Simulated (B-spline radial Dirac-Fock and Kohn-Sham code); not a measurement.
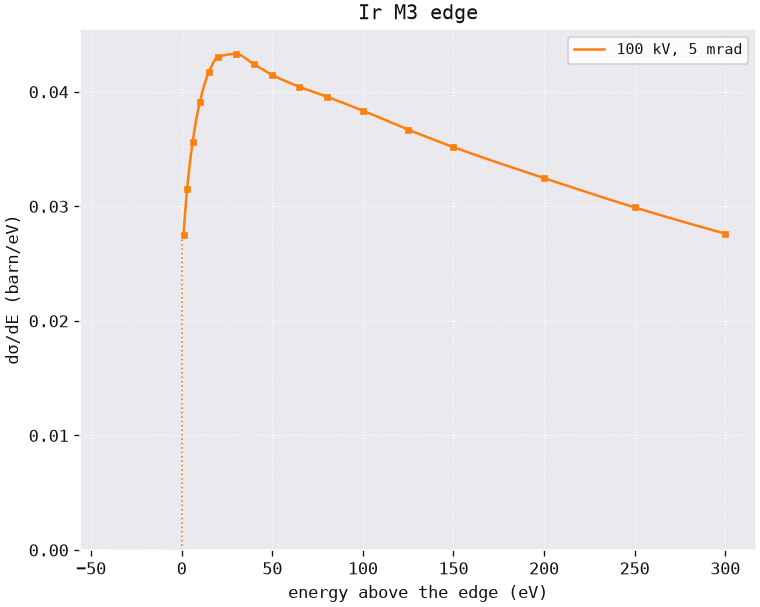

Figure. Energy-differential cross section of an inner-shell edge in electron energy loss, for the beam voltage and collection angle in the key. System: neutral iridium, M3 (3p3/2) edge at 2551.0 eV. Level of theory: the first Born approximation on oscillator strengths in a Dirac–Hartree–Slater potential with a Latter tail, continuum alone (no white lines or fine structure); calculated with a B-spline radial code.

What can be read from it?

The spectrum shows a delayed maximum about 30 eV above the edge: 0.028 b/eV just above threshold, 0.043 b/eV at most and 0.028 b/eV 300 eV higher, for 100 kV, 5 mrad. Integrated over the first 100 eV that is 4.03 b.
